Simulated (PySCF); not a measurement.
# C4H10O2SSi2: what the fields show

```xyz
19

C     3.6336    0.2951   -0.6483
S     2.1852    1.0193   -1.4854
Si    0.7361    0.5673    0.0001
C     0.1784   -1.2548    0.0655
C    -1.3388   -1.2379    0.2978
Si   -2.0019    0.3204   -0.5845
C    -3.3852    1.2072    0.3849
O    -4.5593    1.0398    0.1807
O    -0.6717    1.2633   -0.4455
H     4.4935    0.4857   -1.2807
H     3.4919   -0.7731   -0.5264
H     3.7694    0.7714    0.3167
H     1.1011    1.1542    1.2849
H     0.3841   -1.7306   -0.8970
H     0.6796   -1.8544    0.8251
H    -1.5350   -1.1610    1.3704
H    -1.7925   -2.1703   -0.0355
H    -2.3089    0.1537   -1.9983
H    -3.0694    1.9140    1.1833
```

Geometry: GFN2-xTB.

The calculation used PySCF, PBE0/pcSseg-1, SCF density, gas phase, non-relativistic.

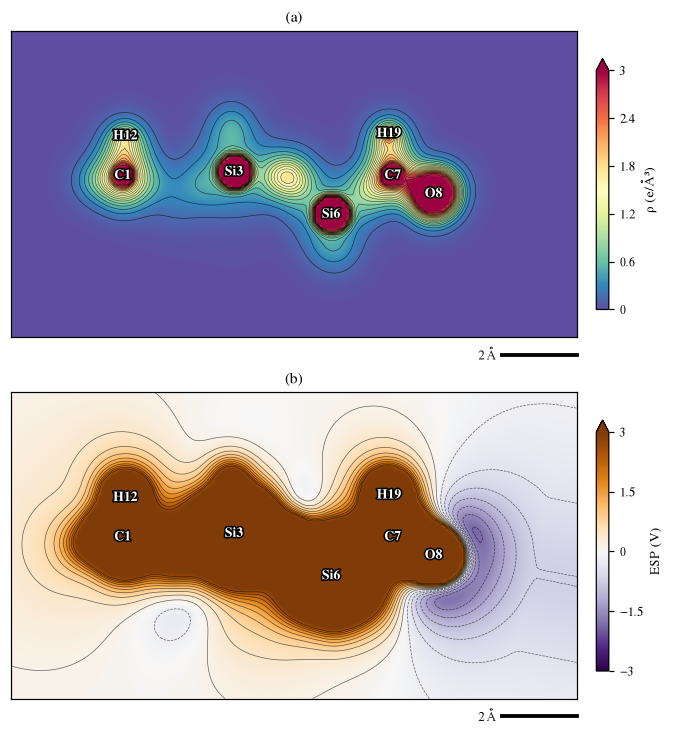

Figure 1. (a) electron density; (b) electrostatic potential on the plane of atoms O8, C7 and H19.

What do the fields say about this system?

Answer. The plane passes through C, Si, O and H nuclei.
C–O (1.20 Å): ρ at the midpoint is about 3.3 e/Å³.
C–Si (1.91 Å): ρ at the midpoint is about 0.96 e/Å³.
C–H (1.08 Å): ρ at the midpoint is about 2 e/Å³.
Outside the dense part of the molecule the potential is most negative (−1.9 V) near O8.

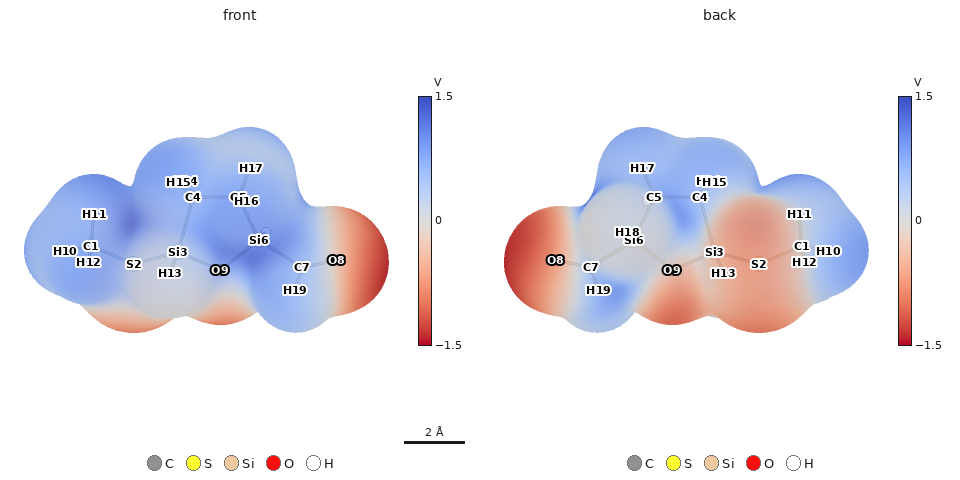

Figure 2. The electrostatic potential painted on the density surface at 0.001 e/bohr³, seen from the front and from behind; the colour scale runs from red (negative) to blue (positive).

Which sites attract a positive test charge, and which a negative one?

Answer. A positive charge is drawn to the negative regions and a negative charge to the positive ones. The most negative region (about −1.4 V) lies over O8, the most positive (about +1.2 V) over Si3, Si6 and C7. O8 is the likeliest acceptor of a hydrogen bond.

How polar is the molecule by this calculation?

Answer. Its dipole moment is 4.27 D.
